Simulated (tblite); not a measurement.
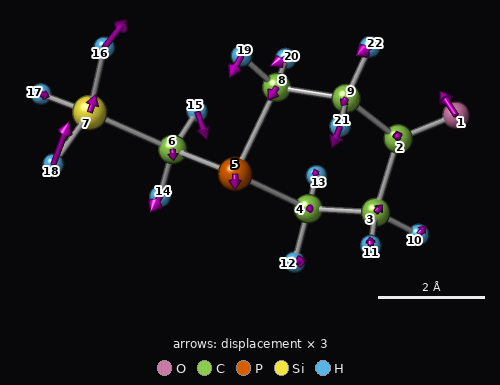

This is a relaxation of C6H13OPSi. The starting structure is drawn; purple arrows show the displacements, 3 times their true length. The two geometries are superimposed by the best rigid fit.

A ball-and-stick model, seen from a free direction.

The calculation used GFN2-xTB geometry optimisation, gas phase (tblite). 

### Atoms of which element are displaced furthest, and by how much?

Hydrogen: up to 0.32 Å, against 0.22 Å for oxygen.

### What happened in the run?

The largest move after the best rigid fit is that of H18, 0.32 Å. By element the largest moves are H 0.32 Å, O 0.22 Å, Si 0.13 Å, C 0.11 Å, P 0.11 Å. Among the contacts that change: C6–Si7 1.862 → 1.906 Å, Si7–H17 1.490 → 1.465 Å, C4–P5 1.843 → 1.865 Å, C2–C3 1.534 → 1.512 Å. Among the angles between lasting bonds that change: C8–C9–H21 112.9° → 109.3°, H17–Si7–H18 108.0° → 110.8°, C6–Si7–H18 111.4° → 109.2°. The energy falls by 2.70 kcal/mol in 99 geometry steps.
